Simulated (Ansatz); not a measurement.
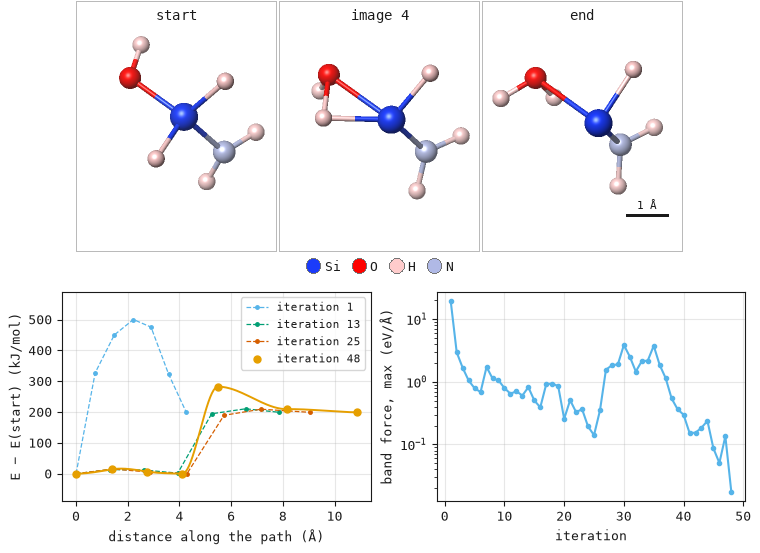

A search for the minimum-energy path of SiNH$_{5}$O by the nudged elastic band. Images are numbered from 0 (start) to 6 (end). The plot follows the band through its iterations. A ball-and-stick model, seen from a free direction.

The calculation used Ansatz 0.2.0, RKS PBE/6-31G*. Settings: 5 movable images; climbing image; force threshold 0.05 eV/Å; iteration limit 60; starting path through a guess of the saddle point.

Q: Judge this run.

A: The run is converged, with reservations. The band converged in 48 iterations. The largest component of the band force went from 19 to 0.017 eV/Å. The climbing image converged on the top of the path. Its vibrational analysis gives one imaginary mode (1240i cm⁻¹), as a transition state must have. The first iteration put the highest image at 500.0 kJ/mol. Forward barrier 282.3 kJ/mol, backward barrier 83.2 kJ/mol, with image 4 at the top; the reaction energy is +199.1 kJ/mol.
